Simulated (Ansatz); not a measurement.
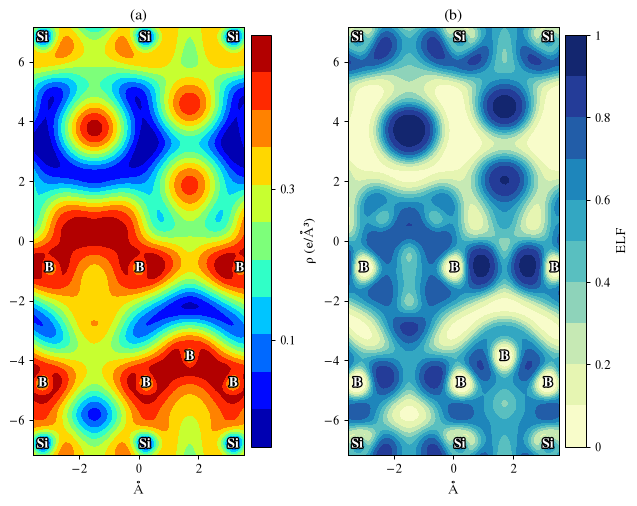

The picture shows: SiB2. (a) valence charge density (pseudo); (b) ELF on the (100) plane of the conventional cell.

Space group R3m; a generated structure, not necessarily the stable one.

Theory: DFT PBE, scalar-relativistic, plane waves, PAW (Ansatz 0.2.0).

```
Si B
1.0
     6.38652    0.00000    0.00000
    -3.19326    5.53089    0.00000
     0.00000    0.00000   13.62121
Si B
15 30
Direct
  0.66667 0.33333 0.06587
  0.33333 0.66667 0.39920
  0.00000 0.00000 0.73254
  0.33333 0.66667 0.00802
  0.00000 0.00000 0.34136
  0.66667 0.33333 0.67469
  0.51247 0.48753 0.21121
  0.17914 0.82086 0.54455
  0.84580 0.15420 0.87788
  0.51247 0.02494 0.21121
  0.17914 0.35827 0.54455
  0.84580 0.69161 0.87788
  0.97506 0.48753 0.21121
  0.64173 0.82086 0.54455
  0.30839 0.15420 0.87788
  0.84768 0.15232 0.02817
  0.51435 0.48565 0.36151
  0.18102 0.81898 0.69484
  0.30463 0.15232 0.02817
  0.97130 0.48565 0.36151
  0.63796 0.81898 0.69484
  0.84768 0.69537 0.02817
  0.51435 0.02870 0.36151
  0.18102 0.36204 0.69484
  0.82518 0.17482 0.31141
  0.49185 0.50815 0.64474
  0.15852 0.84148 0.97807
  0.82518 0.65037 0.31141
  0.49185 0.98370 0.64474
  0.15852 0.31704 0.97807
  0.34963 0.17482 0.31141
  0.01630 0.50815 0.64474
  0.68296 0.84148 0.97807
  0.33333 0.66667 0.16013
  0.00000 0.00000 0.49346
  0.66667 0.33333 0.82679
  0.08740 0.17480 0.09342
  0.75407 0.50813 0.42676
  0.42073 0.84147 0.76009
  0.82520 0.91260 0.09342
  0.49187 0.24593 0.42676
  0.15853 0.57927 0.76009
  0.08740 0.91260 0.09342
  0.75407 0.24593 0.42676
  0.42073 0.57927 0.76009
```

**What does the map show?**

The plane passes through Si and B nuclei.
Atoms just off the plane (Si, 0.7 Å away and B, 0.5 Å away) can leave unmarked features too.
Si–B (2.05 Å): ρ at the midpoint is about 0.58 e/Å³; the ELF peaks at about 0.75 between the atoms.
Between the atoms the lowest density in this plane is 0.05 e/Å³.
